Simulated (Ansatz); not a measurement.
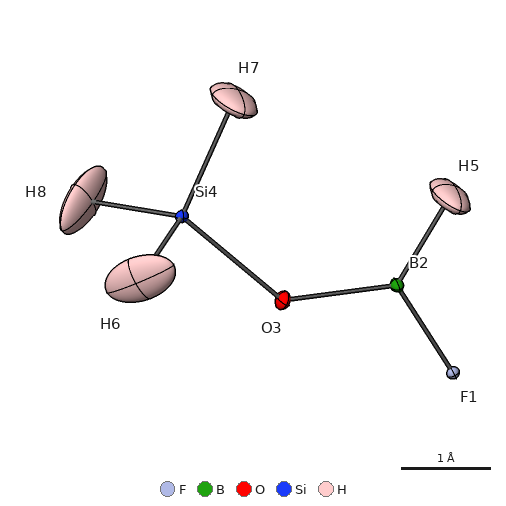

Displacement ellipsoids at the 50 % level, from the internal vibrations of the free molecule (harmonic, no overall translation or rotation; no half-axis is drawn under 0.075 Å). Vibrations computed with RKS PBE0-D4/def2-TZVP (Ansatz 0.2.0). Temperature: 100 K.

List U_eq and the three principal root-mean-square amplitudes for each kind of atom.

```
  atom  U_eq (Å²)   rms amplitudes (Å)
    F1     0.0018  0.033, 0.037, 0.054
    B2     0.0036  0.036, 0.048, 0.086
    O3     0.0053  0.028, 0.070, 0.101
   Si4    0.00068  0.020, 0.027, 0.030
    H5     0.0363  0.086, 0.145, 0.284
H6, H8     0.0434  0.088, 0.169, 0.307
    H7     0.0385  0.087, 0.173, 0.279
```
